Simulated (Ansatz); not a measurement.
**Ga4PN3: density, localisation and related maps**

Input file:

```
crystal:
  lattice:
    - [3.3370934284, 0.0, 0.0]
    - [-1.6685467142, 2.8900076838, 0.0]
    - [0.0, 0.0, 11.0488943059]
  atoms:
    - { symbol: "N", position: [0.6666666667, 0.3333333333, -0.0199977448] }
    - { symbol: "N", position: [0.6666666667, 0.3333333333, 0.5206121249] }
    - { symbol: "N", position: [0.3333333333, 0.6666666667, 0.7501676007] }
    - { symbol: P, position: [0.3333333333, 0.6666666667, 0.2460275376] }
    - { symbol: Ga, position: [0.6666666667, 0.3333333333, 0.8028955166] }
    - { symbol: Ga, position: [0.6666666667, 0.3333333333, 0.3439219028] }
    - { symbol: Ga, position: [0.3333333333, 0.6666666667, 0.5731980731] }
    - { symbol: Ga, position: [0.3333333333, 0.6666666667, 0.033174989] }
kpoints:
  mp_grid: { grid: [12, 12, 2] }
  band_path:
    path:
      - [0.0, 0.0, 0.0]
      - [0.5, 0.0, 0.0]
      - [0.3333333333, 0.3333333333, 0.0]
      - [0.0, 0.0, 0.5]
      - [0.5, 0.0, 0.5]
      - [0.3333333333, 0.3333333333, 0.5]
      - [0.0666666667, 0.0666666667, 0.0]
    npoints: 1
hamiltonian:
  xc: pbe
scf:
  occupations: { method: fermi_dirac, width: 0.02 }
  n_extra_bands: 12
magnetization:
  noncollinear: true
  spin_orbit: true
output:
  forces: true
  stress: true
  eigenvalues: true
  write_density: true
  write_potential: true
  elf: true
  volumetric_format: npy
```

Run with:

```sh
ansatz run input.yaml --threads 4 --pin off --max-ram 6451MiB --backend cpu --events-out ev --progress --plain --runs-dir out
```

Below, planes, directions and counts refer to the conventional cell (a = 3.34 Å, b = 3.34 Å, c = 11.05 Å, α = 90.00°, β = 90.00°, γ = 120.00°).

Space group P3m1; started from the ordered alloy on wurtzite lattice prototype, which need not be the ambient phase; computed pressure about 5 GPa in this cell.

Theory: Ansatz 0.2.0, DFT, PBE with spin-orbit coupling, plane waves, PAW.

Core electrons are frozen (PAW), and the valence fields are smoothed inside the atomic spheres.

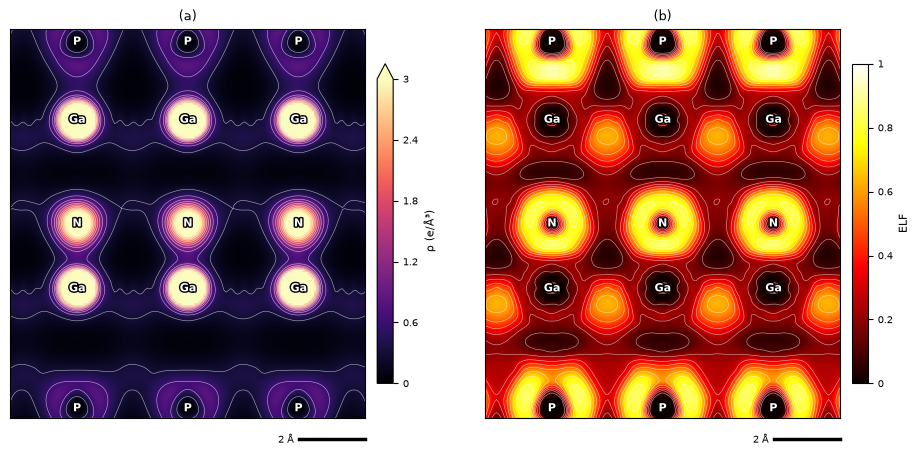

Figure 1. (a) valence electron density; (b) ELF on the (100) plane of the conventional cell.

**Interpret the plot.**

The plane passes through N, P and Ga nuclei. Ga–N (1.96 Å): the density is about 0.77 e/Å³ at the midpoint; the ELF peaks at about 0.85 in the valence shell of N, 0.7 Å from its nucleus, and is about 0.50 at the midpoint. Ga–P (2.35 Å): ρ at the midpoint is about 0.54 e/Å³; the ELF peaks at about 0.90 in the valence shell of P, 0.7 Å from its nucleus, and is about 0.75 at the midpoint. Between the atoms the lowest density in this plane is 0.05 e/Å³.

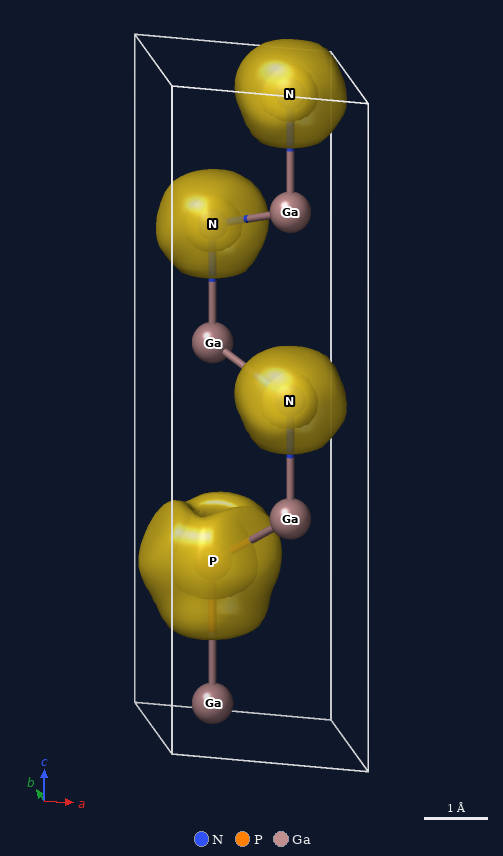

Figure 2. Isosurface of the ELF at 0.7 (yellow), seen slightly off an axis. Core shells and regions of very low density are left out. Sticks mark near contacts.

**Identify the bonds, lone pairs and shells in this picture.**

At this value the surface marks out one region on P in which the atom's valence shell and bonds are merged and three regions wrapped around N (the valence shell of each), counted in one cell of 8 atoms. Regions shared between cells count once.


Ga–N (1.95 Å): the ELF peaks at about 0.85 in the valence shell of N, 0.6 Å from its nucleus, and is about 0.50 at the midpoint. Ga–P (2.21 Å): the ELF peaks at about 0.90 in the valence shell of P, 0.8 Å from its nucleus, and is about 0.75 at the midpoint.
